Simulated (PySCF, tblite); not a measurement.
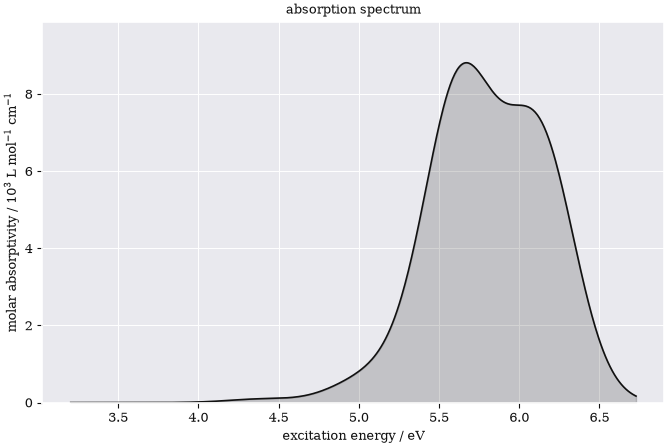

Vertical TDDFT excitations, PBE0/def2-SVPD, PySCF, at a GFN2-xTB geometry (a minimum by its frequencies), gas phase. Only the first 8 singlet excitations are included; each is broadened by a Gaussian of 1/e half-width 0.30 eV.

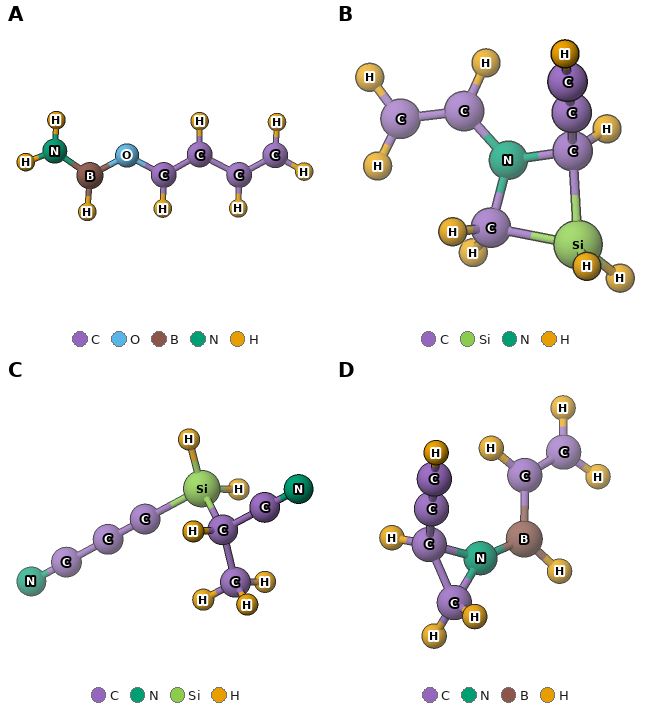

**Which molecule gives this spectrum? Choose among the lettered structures.**

Structure B, C₆H₉NSi, SMILES C#C[C@H]1[SiH2]CN1C=C. Its lowest singlet lies at 4.40 eV (f = 0.002) and the brightest of those computed is S4 at 5.63 eV (220 nm), f = 0.145, mainly HOMO → LUMO+3 (86 %).

Caveats: states above the negative HOMO energy depend on the basis; the tight-binding geometry is rougher than a DFT one and adds to the error; one conformer of a flexible molecule; core orbitals are frozen in the response.
